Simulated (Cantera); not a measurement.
Input: 1 mol SiH2Cl2, 9.3 mol N2, 0.094 mol Cl2, equilibrated at 18.0 mbar.

Cantera equilibrium calculation (NASA polynomials, part measured and part estimated; ideal gas, pure solids and liquids). Candidate condensed phases: NH4Cl, Si, Si3N4; 28 gas species. N2 is the only nitrogen source here; it is nearly inert below about 1500 K, so the nitride shown seldom forms there in practice. The tables' values for SiCl3, SiCl are old estimates; treat these amounts as uncertain. Equilibrium is a limit: real reactors are often held back by kinetics, nucleation or transport.

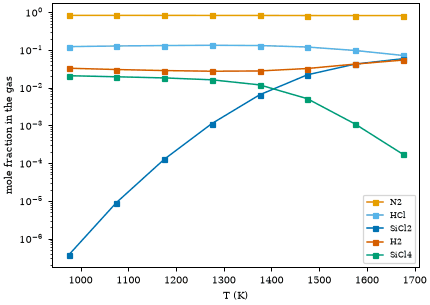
Figure: Equilibrium gas composition (values under 1e-9 drawn at 1e-9)

Task: Read off the mole fractions at 1675 K.

Result: N2 about 0.81, HCl about 0.071, SiCl2 about 0.058, H2 about 0.054, SiCl4 about 0.00017.
